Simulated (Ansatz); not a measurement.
# Phonon transport in CeO2 (Fm-3m), part 3 of 3

Aim: the lattice thermal conductivity of CeO2 against temperature, and which phonons carry it.

What experiment has found for this phase:
- thermal conductivity 10.8 W/m/K near room temperature (given in “Predicting the lattice thermal conductivity of solids by solving the Boltzmann transport equation: AFLOW - AAPL an automated, accurate and efficient framework”, 2017, arXiv:1611.05481)

Ansatz 0.2.0; DFT PBEsol, scalar-relativistic, plane waves, PAW; PAW set soft_1.

So far, κ at 300 K (relaxation time) (W/m/K): step 6 (third-order constants on small settings) 15. Also highest frequency (cm⁻¹): step 6 571. The relaxed cell has a = 5.399 Å (conventional setting).

## (7) Anharmonic force constants and conductivity, k-mesh 12×12×12, third order supercell 3×3×3

Pairs of atoms inside the cutoff are displaced in a supercell, the forces give the cubic constants, and these give the three-phonon rates of the Boltzmann equation.

Contents of input.yaml:

```yaml
crystal:
  lattice:
    - [0.0, 2.6992869242, 2.6992869242]
    - [2.6992869242, 0.0, 2.6992869242]
    - [2.6992869242, 2.6992869242, 0.0]
  atoms:
    - { symbol: Ce, position: [0.0, 0.0, 0.0] }
    - { symbol: O, position: [0.25, 0.25, 0.25] }
    - { symbol: O, position: [0.75, 0.75, 0.75] }
kpoints:
  mp_grid: { grid: [12, 12, 12] }
hamiltonian:
  xc: pbesol
  pseudopotentials: { kind: paw, azcp: { folder: soft_1 }, xc_functional: pbe }
scf:
  occupations: { method: fixed }
  lower_state_search: "off"
output:
  eigenvalues: true
phonons:
  method: fd
  dielectric: true
  qmesh: [6, 6, 6]
  temperatures: { t_max: 1000, t_step: 50 }
  qpath:
    path:
      - [[0.0, 0.0, 0.0], [0.5, 0.0, 0.5], [0.5, 0.25, 0.75], [0.375, 0.375, 0.75], [0.0, 0.0, 0.0], [0.5, 0.5, 0.5], [0.625, 0.25, 0.625], [0.5, 0.25, 0.75], [0.5, 0.5, 0.5], [0.375, 0.375, 0.75]]
      - [[0.625, 0.25, 0.625], [0.5, 0.0, 0.5]]
    npoints: 10
  third_order: { supercell: [3, 3, 3], pair_cutoff: 2.849 }
  lattice_thermal_conductivity:
    qmesh: [19, 19, 19]
    temperatures: [100.0, 150.0, 200.0, 300.0, 400.0, 500.0, 600.0, 800.0]
    isotope_mass_variance:
      - { species: Ce, variance: 2.25e-05 }
      - { species: O, variance: 3.359e-05 }
    solution: relaxation_time
```

Started as:

```console
$ ansatz run input.yaml --threads 18 --pin off --max-ram 92160MiB --backend cuda --events-out ev --progress --plain --runs-dir out --max-vram 78GiB
```

Numbers of over 12 decimals in the logs are rounded to 6 here.

Output:

```text
[...]
Crystal: 18 atoms, lattice volume = 236.009 Å³
Basis set: ecut = 420 eV, 4599 PW (Γ), FFT grids on a1, a1+a2, 2a1+a3, exchange–correlation on 90×90×90 points (8 copies of the dense FFT grid, shifted against one another)
Bands: 90, of which v1, the nominal top of the filled ones, is band 72 counted from 1 (71 counted from 0)
Symmetry: 24 space group operations
k-points: 94 of 288
[...]
SCF iter   1: F=—  HF=-45672.718488 eV  |F-HF|=—  |Δ(HF+E_count)|=         —  Δρ=4.82e-8  dr2=6.74e-12  ethr=1.00e-12  ⟨swp⟩=3.0  Hψ=22372  notcnv=0
[...]
SCF iter   2: F=-45672.718488 eV  HF=-45672.718488 eV  |F-HF|=5.82e-11  |Δ(HF+E_count)|=  2.18e-11  Δρ=6.43e-8  dr2=1.01e-11  ethr=1.00e-12  ⟨swp⟩=4.9  Hψ=25835  notcnv=0
SCF 1 converged in 2 iterations: F = -45672.718488 eV  dr2 = 1.01e-11
[...]
Crystal: 3 atoms, lattice volume = 39.335 Å³
Basis set: ecut = 420 eV, 749 PW (Γ), exchange–correlation on 54×54×54 points (8 copies of the dense FFT grid, shifted against one another)
Bands: 16, of which v1, the nominal top of the filled ones, is band 12 counted from 1 (11 counted from 0)
Symmetry: 48 space group operations
k-points: 163 of 1728 (irreducible under 8 space group operations, time reversal used)
[...]
SCF iter   1: F=—  HF=-7612.119748 eV  |F-HF|=—  |Δ(HF+E_count)|=         —  Δρ=9.33e-8  dr2=2.22e-12  ethr=1.65e-9  ⟨swp⟩=4.0  Hψ=20140  notcnv=0  defer=139
eigensolver tolerance schedule: the retry pair's looser diagonalisation over-reported the residual by 178541.64 of it (diagonalisation noise at 0.11 of the residual, at the tolerance the schedule requests for it); recorded, not acted on — ethr = c·dr2/N_el stays at c = 1.0e-1
[...]
SCF 2 converged in 2 iterations: F = -7612.119748 eV  dr2 = 9.74e-12
[...]
supercell 10 (6 cells, vectors [1, 0, 0], [0, 1, 0], [0, 0, 6] in multiples of the cell's): 3 displaced members by 0.0025 Å; free energy -45672.718488 eV; taken off its force constants: by the sum rule 1.4e-4, by the symmetrisation 7.2e-5 eV/Å²; Γ matrix within 3.0e-5 eV/Å² of supercell 1's
[...]
q = [0.0000, 0.0000, 0.0000] (star 1, supercell 1; hermiticity 6.07e-17, symmetrization 4.45e-6): -0.00 -0.00 0.00 277.31 277.31 277.31 433.20 433.20 433.20
[...]
joined force constants: q→R imaginary residual 1.02e-18
[...]
159 force-constant blocks with the first atom in the home cell, fitted with 21 parameters over 6 symmetry orbits; no atom triplet left out
[...]
T (K)   relaxation time
      100.00           63.1475
      150.00           34.7069
      200.00           24.6569
      300.00           16.0639
      400.00           12.0701
      500.00            9.7260
      600.00            8.1766
      800.00            6.2486
```

The job ended after 5.5 min (1 × NVIDIA GB200 with 18 threads of Arm Neoverse V2, shared host; peak memory 6.3 GiB; 54 min of CPU time).

This step gave:

```
zero-point energy                          : 0.1666 eV/cell
Debye temperature from the second moment   : 611 K
κ at 300 K (relaxation time)               : 16.06 W/m/K
mean free path at half of κ                : 14.8 nm
share of κ above the three lowest branches : 0.271
largest relative sum-rule correction       : 0.2644
```

LO-TO term included. Phonon branches along the path, in cm⁻¹:

| point | branch 1 | branch 2 | branch 3 | branch 4 | branch 5 | branch 6 | branch 7 | branch 8 | branch 9 |
| --- | --- | --- | --- | --- | --- | --- | --- | --- | --- |
| Γ | 0 | 0 | 0 | 277 | 277 | 433 | 433 | 433 | 530 |
| X | 134 | 134 | 179 | 231 | 231 | 258 | 438 | 438 | 571 |
| W | 134 | 196 | 196 | 201 | 210 | 360 | 360 | 463 | 556 |
| K | 130 | 169 | 192 | 214 | 273 | 280 | 417 | 443 | 557 |
| Γ | 0 | 0 | 0 | 277 | 277 | 433 | 433 | 433 | 530 |
| L | 116 | 116 | 209 | 340 | 340 | 370 | 370 | 401 | 505 |
| U | 130 | 169 | 192 | 214 | 273 | 280 | 417 | 443 | 557 |
| W | 134 | 196 | 196 | 201 | 210 | 360 | 360 | 463 | 556 |
| L | 116 | 116 | 209 | 340 | 340 | 370 | 370 | 401 | 505 |
| K | 130 | 169 | 192 | 214 | 273 | 280 | 417 | 443 | 557 |
| jump to U | 130 | 169 | 192 | 214 | 273 | 280 | 417 | 443 | 557 |
| X | 134 | 134 | 179 | 231 | 231 | 258 | 438 | 438 | 571 |

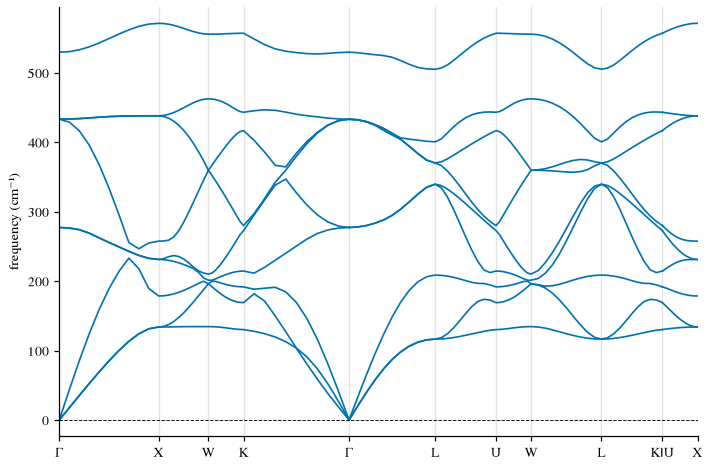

Phonon branches along the path.

Table of lattice thermal conductivity, RTA xx by temperature:

| temperature (K) | lattice thermal conductivity, RTA xx (W/m/K) |
| --- | --- |
| 100 | 63.1 |
| 150 | 34.7 |
| 200 | 24.7 |
| 300 | 16.1 |
| 400 | 12.1 |
| 500 | 9.73 |
| 600 | 8.18 |
| 800 | 6.25 |

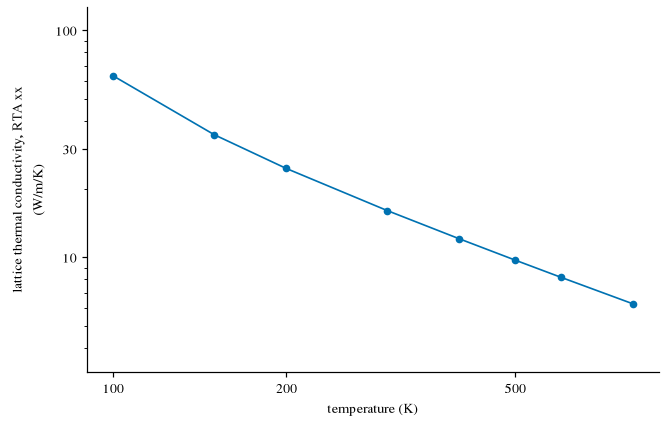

Lattice thermal conductivity, RTA xx, plotted against temperature.

The modes has structure finer than the step of the table below, so its rows give means over 50 cm⁻¹, whole bins alone (the curve runs from -10 to 598 cm⁻¹). Peaks (cm⁻¹: height): Ce 123.9: 0.0425, 196.5: 0.0256; O 273.0: 0.0219, 437.5: 0.0444, 533.1: 0.0226.

Phonopy on the run's constants, 19x19x19 mesh, Gaussian sigma 4.3 cm⁻¹. Modes against wavenumber; means over each step; values in 1/cm⁻¹/cell:

| wavenumber (cm⁻¹) | Ce | O |
| --- | --- | --- |
| 50 | 0.00206 | 3.9e-4 |
| 100 | 0.0176 | 0.00126 |
| 150 | 0.0190 | 9.9e-4 |
| 200 | 0.0151 | 0.00791 |
| 250 | 0.00353 | 0.0181 |
| 300 | 0.00128 | 0.0176 |
| 350 | 3.2e-4 | 0.0149 |
| 400 | 1.2e-4 | 0.0180 |
| 450 | 1.8e-4 | 0.0216 |
| 500 | 1.5e-4 | 0.00293 |
| 550 | 6.0e-4 | 0.0163 |

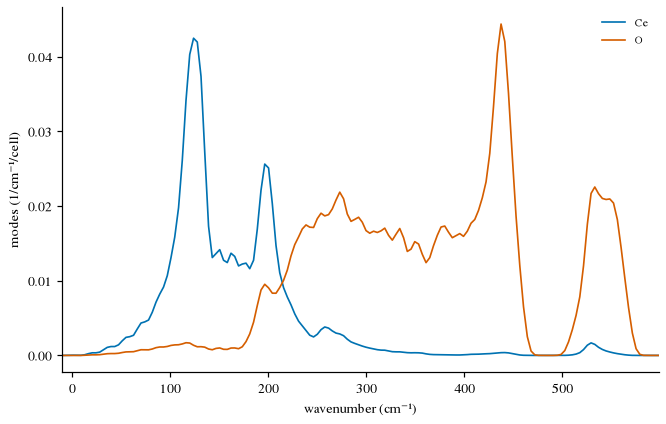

Modes, plotted against wavenumber.

Distinct triplets, nearest first. Third order norms, by row:

| sites | side 1 (Å) | side 2 (Å) | side 3 (Å) | norm of the 27 components (eV/Å³) |
| --- | --- | --- | --- | --- |
| Ce-Ce-Ce | 0 | 0 | 0 | 0 |
| O-O-O | 0 | 0 | 0 | 30.31 |
| Ce-O-O | 0 | 2.34 | 2.34 | 17.73 |
| Ce-O-Ce | 0 | 2.34 | 2.34 | 20.36 |
| Ce-O-O | 2.34 | 2.34 | 2.7 | 1.817 |
| O-O-O | 0 | 2.7 | 2.7 | 6.551 |

Born charge (rows field, columns displacement) (e), principal values of the symmetric part by kind of site:

| atom | atoms with these values | low | middle | high | mean |
| --- | --- | --- | --- | --- | --- |
| Ce1 | 1 | 5.77 | 5.77 | 5.77 | 5.77 |
| O2 | 2 | -2.88 | -2.88 | -2.88 | -2.88 |

In full for Ce1:

```
5.77 0.00 0.00
0.00 5.77 0.00
0.00 0.00 5.77
```

RTA, 300 K. Kappa by branch, by row:

| branch (by rank) | mean frequency (THz) | mean rms speed (km/s) | median lifetime (ps) | share of kappa |
| --- | --- | --- | --- | --- |
| 1 | 3.4 | 1.3 | 3.22 | 0.164 |
| 2 | 4.04 | 2.64 | 3.17 | 0.263 |
| 3 | 5.68 | 2.29 | 2.13 | 0.303 |
| 4 | 7.51 | 2.83 | 0.831 | 0.055 |
| 5 | 8.49 | 3.7 | 0.892 | 0.088 |
| 6 | 10.02 | 4.17 | 0.766 | 0.086 |
| 7 | 12.05 | 2.75 | 0.642 | 0.032 |
| 8 | 13.19 | 1.2 | 0.643 | 0.006 |
| 9 | 16.21 | 1.29 | 0.42 | 0.003 |

Table of spectral kappa at 300 K, relaxation time (W/m/K/THz) by frequency; read off at these points:

| frequency (THz) | spectral kappa at 300 K, relaxation time (W/m/K/THz) |
| --- | --- |
| 0.25 | 0 |
| 1.25 | 2.81 |
| 2.25 | 2.83 |
| 3.75 | 2.41 |
| 4.25 | 1.95 |
| 5.75 | 0.750 |
| 7.75 | 0.939 |
| 8.25 | 1.21 |
| 9.75 | 0.701 |
| 11.75 | 0.349 |
| 13.25 | 0.0791 |
| 15.25 | 0.00542 |
| 17.25 | 3.0e-4 |

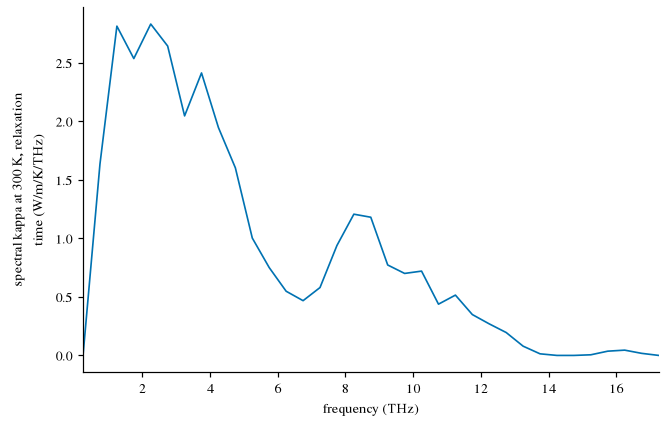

Spectral kappa at 300 K, relaxation time (W/m/K/THz) against frequency.

Relaxation-time solution. Share of κ carried by shorter paths against mean free path:

| mean free path (nm) | 100 K | 300 K | 800 K |
| --- | --- | --- | --- |
| 0.316 | 0 | 0 | 0.008 |
| 0.464 | 0 | 0.001 | 0.016 |
| 1 | 0 | 0.007 | 0.1 |
| 1.47 | 0 | 0.016 | 0.25 |
| 3.16 | 0.001 | 0.111 | 0.446 |
| 4.64 | 0.002 | 0.26 | 0.521 |
| 6.81 | 0.006 | 0.345 | 0.571 |
| 14.7 | 0.045 | 0.499 | 0.687 |
| 21.5 | 0.084 | 0.55 | 0.756 |
| 46.4 | 0.177 | 0.684 | 0.866 |
| 68.1 | 0.273 | 0.741 | 0.915 |
| 147 | 0.4 | 0.856 | 0.976 |
| 215 | 0.466 | 0.906 | 1 |
| 316 | 0.55 | 0.936 | 1 |
| 681 | 0.711 | 1 | 1 |
| 1000 | 0.788 | 1 | 1 |
| 2150 | 0.885 | 1 | 1 |
| 3160 | 1 | 1 | 1 |

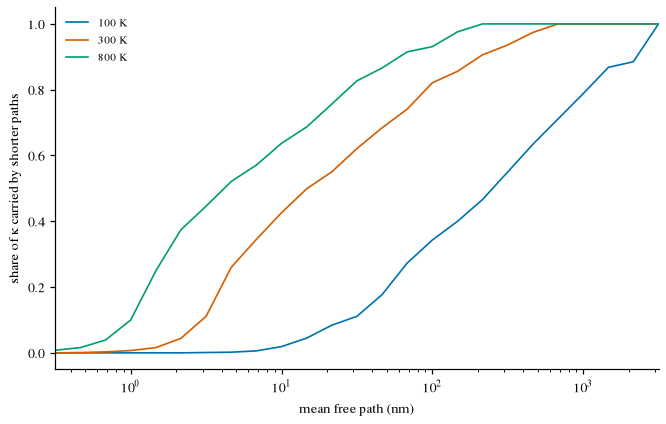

Share of κ carried by shorter paths against mean free path.

300 K; a sample spread over frequency. Mode lifetimes, by row, the first 40 of 90 rows:

| q1 | q2 | q3 | branch | frequency (THz) | rms speed (km/s) | three-phonon rate (1/ps) | isotope rate (1/ps) | lifetime (ps) | mean free path (nm) |
| --- | --- | --- | --- | --- | --- | --- | --- | --- | --- |
| 0 | 0.0526 | 0.0526 | 1 | 0.553 | 2.83 | 0.00926 | 7.32e-8 | 108 | 306 |
| 0 | 0.1579 | 0.1579 | 2 | 1.646 | 2.75 | 0.073 | 1.23e-5 | 13.7 | 37.7 |
| 0 | 0.2105 | 0.2105 | 1 | 2.173 | 2.65 | 0.132 | 4.25e-5 | 7.57 | 20 |
| 0 | 0.1579 | 0.2632 | 2 | 2.584 | 3.31 | 0.147 | 1.01e-4 | 6.8 | 22.5 |
| 0.0526 | 0.2632 | 0.3158 | 2 | 2.82 | 2.54 | 0.214 | 1.63e-4 | 4.67 | 11.9 |
| 0.0526 | 0.2105 | -0.1579 | 2 | 3.078 | 1.78 | 0.219 | 3.17e-4 | 4.56 | 8.11 |
| 0.0526 | 0.2632 | 0.3684 | 2 | 3.254 | 2.91 | 0.272 | 4.18e-4 | 3.67 | 10.7 |
| 0 | 0.3158 | 0.3684 | 1 | 3.354 | 1.99 | 0.316 | 5.96e-4 | 3.16 | 6.28 |
| 0.0526 | 0.2632 | -0.2105 | 1 | 3.467 | 1.12 | 0.303 | 9.67e-4 | 3.29 | 3.7 |
| 0.0526 | 0.1053 | 0.4211 | 2 | 3.544 | 2.22 | 0.259 | 0.00121 | 3.84 | 8.53 |
| 0.1053 | 0.2632 | 0.4211 | 2 | 3.599 | 3.13 | 0.284 | 0.00119 | 3.5 | 11 |
| 0.0526 | 0.2632 | -0.3158 | 1 | 3.694 | 0.68 | 0.361 | 0.00147 | 2.76 | 1.88 |
| 0 | 0.3684 | 0.4211 | 2 | 3.762 | 1.83 | 0.388 | 0.00148 | 2.57 | 4.69 |
| 0.1053 | 0.3158 | -0.3684 | 1 | 3.833 | 0.64 | 0.384 | 0.00166 | 2.59 | 1.65 |
| 0.1579 | 0.3684 | -0.3684 | 1 | 3.913 | 0.63 | 0.42 | 0.00177 | 2.37 | 1.49 |
| 0.1579 | 0.4211 | -0.3158 | 1 | 3.985 | 0.42 | 0.439 | 0.00191 | 2.27 | 0.944 |
| 0 | 0.2105 | -0.2632 | 2 | 4.026 | 3.47 | 0.301 | 4.47e-4 | 3.31 | 11.5 |
| 0.0526 | 0.4737 | -0.4211 | 2 | 4.308 | 1.78 | 0.428 | 6.12e-4 | 2.33 | 4.16 |
| 0 | 0.2632 | -0.2632 | 2 | 4.508 | 3.4 | 0.334 | 5.58e-4 | 2.99 | 10.1 |
| 0.1053 | 0.3684 | -0.4211 | 2 | 4.789 | 2.71 | 0.379 | 7.27e-4 | 2.63 | 7.14 |
| 0.0526 | 0.1579 | 0.3158 | 3 | 4.955 | 3.8 | 0.268 | 7.03e-4 | 3.72 | 14.1 |
| 0 | 0 | 0.3158 | 3 | 5.264 | 3.36 | 0.31 | 7.60e-4 | 3.22 | 10.8 |
| 0.0526 | 0.2105 | -0.2105 | 3 | 5.454 | 2.21 | 0.323 | 6.98e-4 | 3.09 | 6.83 |
| 0.0526 | 0.3158 | -0.3158 | 3 | 5.662 | 1.01 | 0.488 | 9.10e-4 | 2.05 | 2.08 |
| 0 | 0.3684 | -0.3684 | 3 | 5.766 | 0.36 | 0.93 | 7.44e-4 | 1.07 | 0.387 |
| 0.1579 | 0.3158 | -0.3684 | 3 | 5.865 | 0.99 | 0.534 | 0.00211 | 1.87 | 1.85 |
| 0.2105 | 0.4211 | -0.3158 | 3 | 5.955 | 2.59 | 0.535 | 0.00298 | 1.86 | 4.82 |
| 0 | 0.2105 | -0.4737 | 3 | 6.047 | 0.38 | 0.526 | 0.00244 | 1.89 | 0.724 |
| 0 | 0.1053 | -0.4737 | 3 | 6.172 | 0.49 | 0.519 | 0.00132 | 1.92 | 0.947 |
| 0.1053 | 0.3158 | 0.4737 | 3 | 6.327 | 2.26 | 0.551 | 9.29e-4 | 1.81 | 4.1 |
| 0.1053 | 0.4211 | -0.3684 | 4 | 6.485 | 1.76 | 0.953 | 8.80e-4 | 1.05 | 1.84 |
| 0.0526 | 0.3158 | -0.2632 | 4 | 6.675 | 1.57 | 1.46 | 9.52e-4 | 0.683 | 1.07 |
| 0.2105 | 0.4211 | -0.3684 | 5 | 6.821 | 3.73 | 0.874 | 0.00122 | 1.14 | 4.26 |
| 0 | 0.4211 | 0.4737 | 4 | 6.967 | 0.46 | 1.14 | 0.00125 | 0.876 | 0.398 |
| 0.0526 | 0.2632 | -0.3684 | 4 | 7.089 | 4.25 | 1.29 | 0.00149 | 0.774 | 3.29 |
| 0.0526 | 0.3158 | 0.4737 | 4 | 7.259 | 3.89 | 1.27 | 0.00161 | 0.788 | 3.07 |
| 0 | 0.3158 | 0.3158 | 5 | 7.413 | 1.03 | 1.35 | 0.00161 | 0.742 | 0.764 |
| 0.1053 | 0.3158 | -0.4211 | 5 | 7.569 | 3.78 | 1.09 | 0.00171 | 0.913 | 3.45 |
| 0 | 0.4737 | 0.4737 | 6 | 7.699 | 0.46 | 0.347 | 6.12e-4 | 2.88 | 1.32 |
| 0 | 0.2105 | 0.2105 | 4 | 7.824 | 1.12 | 0.981 | 0.00196 | 1.02 | 1.14 |

Without the LO-TO term. Gamma linewidths, by row:

| branch | frequency (cm⁻¹) | three-phonon rate (1/ps) | isotope rate (1/ps) | FWHM (cm⁻¹) |
| --- | --- | --- | --- | --- |
| 4 | 277.3 | 0.31 | 0.0024 | 1.66 |
| 5 | 277.3 | 0.31 | 0.0024 | 1.66 |
| 6 | 277.3 | 0.31 | 0.0024 | 1.66 |
| 7 | 433.2 | 1.03 | 0.0141 | 5.56 |
| 8 | 433.2 | 1.03 | 0.0141 | 5.56 |
| 9 | 433.2 | 1.03 | 0.0141 | 5.56 |

W/m/K, third of the trace; RTA populations with a boundary rate v/L added to each mode (Matthiessen's rule). Kappa by grain size, by row:

| T (K) | bulk | 10 nm | 30 nm | 100 nm | 300 nm | 1000 nm | 10000 nm | 100000 nm |
| --- | --- | --- | --- | --- | --- | --- | --- | --- |
| 100 | 63.04 | 6.105 | 12.59 | 22.98 | 34.09 | 45.82 | 59.57 | 62.64 |
| 300 | 15.66 | 6.377 | 9.14 | 11.81 | 13.64 | 14.84 | 15.56 | 15.65 |
| 600 | 7.701 | 4.251 | 5.495 | 6.554 | 7.172 | 7.511 | 7.68 | 7.699 |

W/m/K, third of the trace; RTA populations with the isotope rates scaled. Kappa by mass disorder, by row:

| T (K) | no isotopes | as typed | variance x 3 | variance x 10 | variance x 30 |
| --- | --- | --- | --- | --- | --- |
| 100 | 63.72 | 63.04 | 61.81 | 58.35 | 51.82 |
| 300 | 15.69 | 15.66 | 15.59 | 15.36 | 14.79 |
| 600 | 7.709 | 7.701 | 7.685 | 7.631 | 7.484 |

At 300 K the relaxation-time value is 16.1 W/(m K).

## (8) Levels and costs side by side

Ladder, by row:

| cells or q mesh | k mesh | pair cutoff | atoms in the supercell | q-mesh of the transport sums | κ at 300 K (relaxation time) (W/m/K) | κ at 300 K (full solution) (W/m/K) | core-minutes |
| --- | --- | --- | --- | --- | --- | --- | --- |
| 2x2x2 | 8x8x8 | 2.849 | 24 | 11×11×11 | 15 | 15.23 | 5 |
| 6x6x6 | 12x12x12 | 2.849 | 81 | 19×19×19 | 16.06 | - | 53.7 |

## (9) Results

- highest frequency: 571.3 cm⁻¹
- Debye temperature from the second moment: 611 K
- κ at 300 K (relaxation time): 16.06 W/m/K
- mean free path at half of κ: 14.8 nm
- share of κ above the three lowest branches: 0.271

What this shows: The lattice of CeO2 conducts 16.1 W/(m K) at 300 K by PBEsol (mean over directions, relaxation-time solution). Above 300 K the relaxation-time κ falls as T^-0.96, near the 1/T law of three-phonon scattering. Grains of 100 nm would keep 75 % of the bulk value at 300 K, and grains of 1 µm 95 %. Removing the natural isotope disorder raises κ at 300 K by 0 %. The first rung (24 atoms, cutoff 2.85 Å) gave 15 W/(m K) by relaxation time for 0.094 times the cost of the last; the two share the cutoff and differ in supercell or meshes, so the cutoff itself is not tested. A measured thermal conductivity near room temperature is 10.8 W/m/K (arXiv:1611.05481); the calculated 16.1 W/m/K differs by +49 %. Four-phonon, defect and boundary scattering, which are left out, would lower the calculated value; thermal expansion is left out too. The last run computed the relaxation-time solution alone; it counts normal processes as resistive, so the full solution usually lies higher: on an earlier rung it gave 15.2 against 15 W/(m K). The sum rules changed one orbit of cubic constants by up to 26 %; by the manual a large change points to a short cutoff or, on a small and distant orbit, to noisy forces. The conductivities include the coherence part between close branches; the shares for grains, isotopes, branches and paths are of the relaxation-time populations alone. Cubic couplings among atoms farther apart than the pair cutoff are dropped, and neither the cutoff nor the q-mesh was shown to be converged here. The interpolation has no quadrupole term, so branches near the zone centre are less sure, since this crystal has sites that are not centres of inversion. The PAW files were made for PBE and are used here under another functional, for which the program regenerates the frozen cores.

[Logs are printed without paths, hosts, clocks, repeated set-up lines and the standing remarks that a program may print on its own settings, such as how far it seeks lower states.]

[Hosts, paths, dates, database ids (printed as entryN), source tags and the programs' standing remarks are cut or masked in the printed files.]

[A step with changed settings may run another functional than the one named; its input shows which.]
